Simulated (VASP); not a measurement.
Band structure of PtCl2 (space group Pnnm). Level of theory: LDA (Ceperley-Alder, Perdew-Zunger), VASP's LDA PAW potentials (set 64) (plane waves; VASP).

Unless said otherwise, spin-orbit coupling is left out, though it shifts the bands of the heavy elements here.

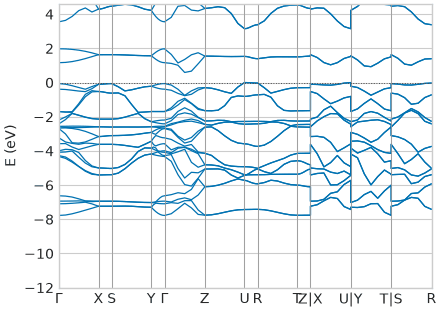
Bands along high-symmetry lines, zero at the valence-band maximum or, without a gap, the Fermi level

Question: Read the plot: is there a gap, and where are the band edges?

Answer: The gap is indirect, 0.59 eV, from the valence maximum at U to the conduction minimum at Γ-Z at 0.50. (Edges off the drawn lines would not show.)

The structure comes from a computed database's PtCl2 entry (Pnnm); how it stands against other phases isn't given here. It was relaxed first, which changed the volume by -14 %.
